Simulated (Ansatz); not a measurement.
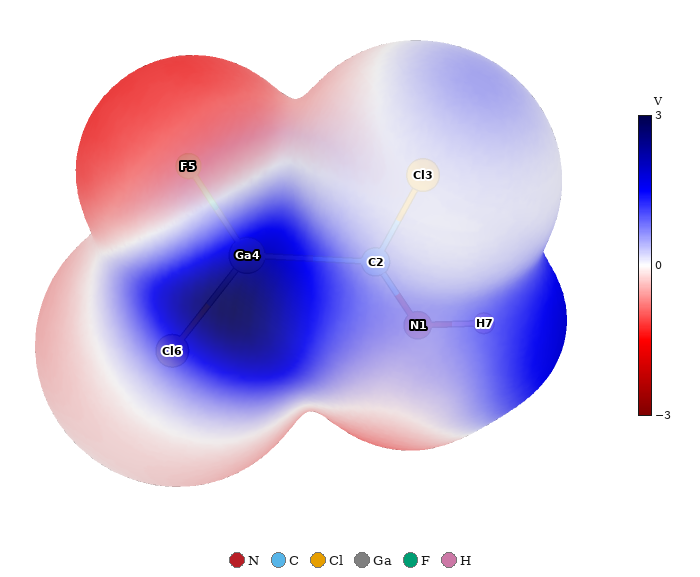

The picture shows: CHCl$_{2}$FGaN (SMILES N=[C](Cl)[Ga]([F])[Cl]). The electrostatic potential painted on the density surface at 0.001 e/bohr³, seen at a tilt; red is negative and blue positive.

Geometry: PBE0-D4/def2-TZVP.

Theory: Ansatz 0.2.0, RKS PBE0-D4/def2-TZVPP.

```yaml
atoms:
  - { symbol: N, position_ang: [0.6668, -1.3127, 0.7358] }
  - { symbol: C, position_ang: [0.3669, -0.5702, -0.2216] }
  - { symbol: Cl, position_ang: [0.7943, -0.8904, -1.9024] }
  - { symbol: Ga, position_ang: [-0.6527, 1.0811, 0.1148] }
  - { symbol: F, position_ang: [-1.1001, 2.1021, -1.2217] }
  - { symbol: Cl, position_ang: [-1.2693, 1.7373, 2.0238] }
  - { symbol: H, position_ang: [1.1942, -2.1471, 0.4714] }
```

> Which sites attract a positive test charge, and which a negative one?

A positive charge is drawn to the negative regions and a negative charge to the positive ones. The most negative region (about −1.1 V, or −25 kcal/mol for a unit charge) lies over F5, the most positive (about +2.8 V, or +65 kcal/mol for a unit charge) over Ga4. Cl3 shows a σ-hole: about +0.5 V, or +12 kcal/mol for a unit charge at the tip opposite its bond, against about 0.0 V on its flanks.
